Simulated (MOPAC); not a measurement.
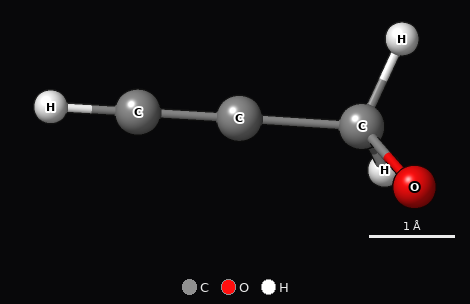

**Figure 1.** The structure (ball-and-stick view, seen at a tilt).

C3H3O (charge +1): single-point calculation

The run: single-point calculation of C3H3O, charge +1. Method and program: PM6-D3H4, closed shell, dispersion D3H4 (MOPAC 23.2.5).

The geometry was optimised with PM6-D3H4.

### What the program printed
```
MOPAC v23.2.5
PM6-D3H4 CALCULATION RESULTS

 *  PM6-D3H4   - CORRECT DISPERSION AND HYDROGEN BOND TERMS USING THE D3H4 METHOD
 *
 *
 *
 *                 CHARGE ON SYSTEM = +1
 *
 *
 *
 *  1SCF       - DO 1 SCF AND THEN STOP
 *  THREADS=1  - MULTI-THREADING NOT USED
 *  AUX        - OUTPUT AUXILIARY INFORMATION
 *  DISP       - PRINT DISPERSION AND HYDROGEN BOND ENERGIES
PM6-D3H4 1SCF DISP CHARGE=1 AUX(PRECISION=6) T=10M THREADS=1
 energy of C3H3O

   ATOM   CHEMICAL          X               Y               Z
  NUMBER   SYMBOL      (ANGSTROMS)     (ANGSTROMS)     (ANGSTROMS)

     1       C         -1.23150300  *   0.82915800  *  -0.88591800  *
     2       C         -0.36167100  *   0.26393300  *  -0.27482100  *
     3       C          0.67905500  *  -0.42789900  *   0.46397200  *
     4       O          0.31091800  *  -1.65561100  *   0.93439700  *
     5       H         -1.97835100  *   1.31426300  *  -1.41069700  *
     6       H          1.58792600  *  -0.60420000  *  -0.19082700  *
     7       H          0.99538100  *   0.17290500  *   1.37217300  *

          CARTESIAN COORDINATES

    NO.       ATOM           X           Y           Z

     1         C         -1.2315      0.8292     -0.8859
     2         C         -0.3617      0.2639     -0.2748
     3         C          0.6791     -0.4279      0.4640
     4         O          0.3109     -1.6556      0.9344
     5         H         -1.9784      1.3143     -1.4107
     6         H          1.5879     -0.6042     -0.1908
     7         H          0.9954      0.1729      1.3722

           Empirical Formula: C3 H3 O  =     7 atoms

      MOLECULAR POINT GROUP   :   Cs

      RHF CALCULATION, NO. OF DOUBLY OCCUPIED LEVELS = 10

 -------------------------------------------------------------------------------
 PM6-D3H4 1SCF DISP CHARGE=1 AUX(PRECISION=6) T=10M THREADS=1
 energy of C3H3O

     1SCF WAS SPECIFIED, SO BFGS WAS NOT USED
     SCF FIELD WAS ACHIEVED

                              PM6-D3H4 CALCULATION

          FINAL HEAT OF FORMATION =        328.10150 KCAL/MOL =    1372.77668 KJ/MOL

          TOTAL ENERGY            =     -15782.77551 KCAL/MOL = ELECTRONIC ENERGY + CORE-CORE REPULSION
          ENERGY OF ATOMS         =      16097.76362 KCAL/MOL
                              SUM =        314.98811 KCAL/MOL
          DISPERSION ENERGY       =         -0.29734 KCAL/MOL
          H - H CORRECTION ENERGY =          1.41073 KCAL/MOL
                              SUM =        316.10150 KCAL/MOL = FINAL HEAT OF FORMATION

     *    WARNING - An energy term is incorrect or missing!

     *    FINAL HEAT OF FORMATION     =    328.10150 KCAL/MOL
     *    SUM OF CONTRIBUTIONS TO HoF =    316.10150 KCAL/MOL
     *                     DIFFERENCE =     12.00000 KCAL/MOL

          TOTAL ENERGY            =       -684.40592 EV
          ELECTRONIC ENERGY       =      -1836.29698 EV
          CORE-CORE REPULSION     =       1151.89106 EV
          COSMO AREA              =         96.34 SQUARE ANGSTROMS
          COSMO VOLUME            =         77.63 CUBIC ANGSTROMS

          IONIZATION POTENTIAL    =         16.951539 EV
          HOMO LUMO ENERGIES (EV) =        -16.952-10.537
          NO. OF FILLED LEVELS    =         10
          MOLECULAR WEIGHT        =         55.0561         POINT GROUP:  Cs

          MOLECULAR DIMENSIONS (Angstroms)

            Atom       Atom       Distance
            H     5    O     4     4.42271
            H     5    H     7     1.89530
            H     6    H     7     1.61049

          SCF CALCULATIONS        =          1

          WALL-CLOCK TIME         =      0.008 SECONDS
          COMPUTATION TIME        =      0.009 SECONDS

   ATOM   CHEMICAL          X               Y               Z
  NUMBER   SYMBOL      (ANGSTROMS)     (ANGSTROMS)     (ANGSTROMS)

     1       C         -1.23150300  *   0.82915800  *  -0.88591800  *
     2       C         -0.36167100  *   0.26393300  *  -0.27482100  *
     3       C          0.67905500  *  -0.42789900  *   0.46397200  *
     4       O          0.31091800  *  -1.65561100  *   0.93439700  *
     5       H         -1.97835100  *   1.31426300  *  -1.41069700  *
     6       H          1.58792600  *  -0.60420000  *  -0.19082700  *
     7       H          0.99538100  *   0.17290500  *   1.37217300  *

                             CARTESIAN COORDINATES

   1    C       -1.231503000     0.829158000    -0.885918000
   2    C       -0.361671000     0.263933000    -0.274821000
   3    C        0.679055000    -0.427899000     0.463972000
   4    O        0.310918000    -1.655611000     0.934397000
   5    H       -1.978351000     1.314263000    -1.410697000
   6    H        1.587926000    -0.604200000    -0.190827000
   7    H        0.995381000     0.172905000     1.372173000

           Empirical Formula: C3 H3 O  =     7 atoms

      MOLECULAR POINT GROUP   :   Cs

                  EIGENVALUES
 -37.59078 -33.32669 -31.34567 -25.17142 -23.08109 -22.48554 -22.03994 -17.38615
 -17.19559 -16.95154 -10.53685  -4.72764  -4.44873  -3.40380  -2.94321  -2.60101
  -2.48643  -0.21357   0.91894

              NET ATOMIC CHARGES AND DIPOLE CONTRIBUTIONS

  ATOM NO.   TYPE          CHARGE      No. of ELECS.   s-Pop       p-Pop
    1          C           0.219479        3.7805     1.17868     2.60184
    2          C          -0.296975        4.2970     1.11462     3.18236
    3          C           0.025231        3.9748     1.11452     2.86024
    4          O           0.084726        5.9153     1.93726     3.97801
    5          H           0.229394        0.7706     0.77061
    6          H           0.369147        0.6309     0.63085
    7          H           0.368998        0.6310     0.63100
 DIPOLE           X         Y         Z       TOTAL
 POINT-CHG.     2.297     1.992    -0.120     3.043
 HYBRID        -0.070    -0.181     0.063     0.204
 SUM            2.227     1.810    -0.057     2.871

          ATOMIC ORBITAL ELECTRON POPULATIONS

     Atom    s        px        py        pz
    1  C   1.17868   0.92993   0.87953   0.79238
    2  C   1.11462   1.05335   1.07758   1.05143
    3  C   1.11452   1.03128   0.89922   0.92974
    4  O   1.93726   1.79992   1.12448   1.05361
    5  H   0.77061
    6  H   0.63085
    7  H   0.63100

 *                    *
 * JOB ENDED NORMALLY *
 *                    *

 TOTAL JOB TIME:             0.02 SECONDS

 == MOPAC DONE ==
```

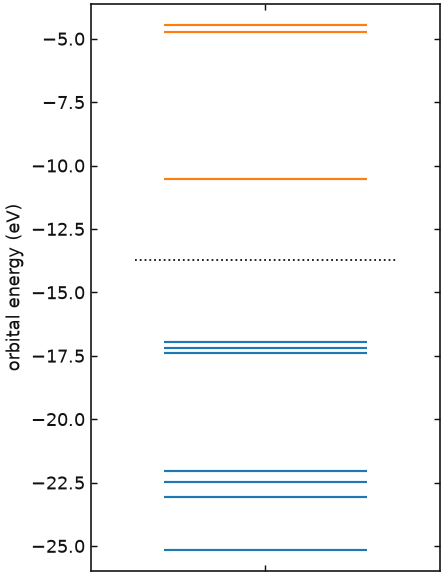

**Figure 2.** Orbital energies near the frontier; the dotted line parts filled from empty levels, and levels within 0.02 eV of each other stand side by side. Highest filled −16.95 eV, lowest empty −10.54 eV, 6.41 eV apart.

The run was set up as follows.

### Input file (mol.mop)
```
PM6-D3H4 1SCF DISP CHARGE=1 AUX(PRECISION=6) T=10M THREADS=1
energy of C3H3O

C -1.231503 1 0.829158 1 -0.885918 1
C -0.361671 1 0.263933 1 -0.274821 1
C 0.679055 1 -0.427899 1 0.463972 1
O 0.310918 1 -1.655611 1 0.934397 1
H -1.978351 1 1.314263 1 -1.410697 1
H 1.587926 1 -0.604200 1 -0.190827 1
H 0.995381 1 0.172905 1 1.372173 1
```

Launched with:
```bash
mopac mol.mop
```

### Results in brief

- outcome: converged
- total energy: −25.151454 hartree
- dispersion energy: −0.000474 hartree
- heat of formation: 328.10 kcal/mol
- basis functions: 19
- HOMO: −16.95 eV
- LUMO: −10.54 eV
- hardware: 1 thread of Arm Neoverse V2, 24 GiB of memory available, shared host
- peak memory: 0.086 GiB

MOPAC's energies along a path are heats of formation.
